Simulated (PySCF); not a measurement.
SMILES C=C[SiH2]c1cccs1 (C₆H₈SSi) at its GFN2-xTB optimised geometry (Å):

```
16

C     -0.7155     3.8687     2.0599
C     -0.9899     2.8926     1.2091
Si     0.2261     2.1562    -0.0252
C     -0.0062     0.2932     0.0009
C      0.9365    -0.6924    -0.0009
C      0.4013    -1.9979     0.0000
C     -0.9562    -1.9979     0.0000
S     -1.5960    -0.4050     0.0000
H     -1.4466     4.2645     2.7491
H      0.2622     4.3207     2.1054
H     -1.9917     2.4769     1.2107
H     -0.0706     2.6566    -1.3757
H      1.6164     2.4420     0.3399
H      1.9917    -0.4826    -0.0010
H      0.9986    -2.8926     0.0012
H     -1.6257    -2.8352     0.0023
```

Level of theory: B3LYP/def2-TZVP (PySCF). Cells within 0.4 Å of a nucleus heavier than hydrogen are left out (blank, or x).

Map of the deformation density (molecule minus spherical neutral atoms) (e/bohr³) on the plane z = 0.0 Å:

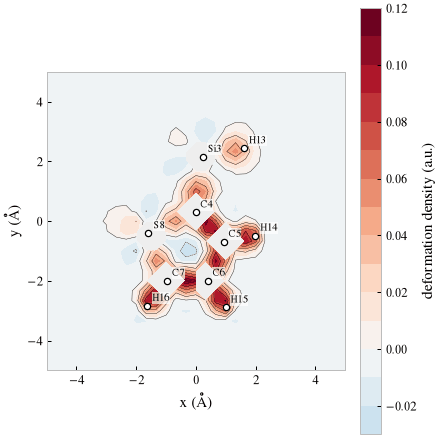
*Deformation density (molecule minus spherical neutral atoms) (e/bohr³) on the plane z = 0.0 Å.*
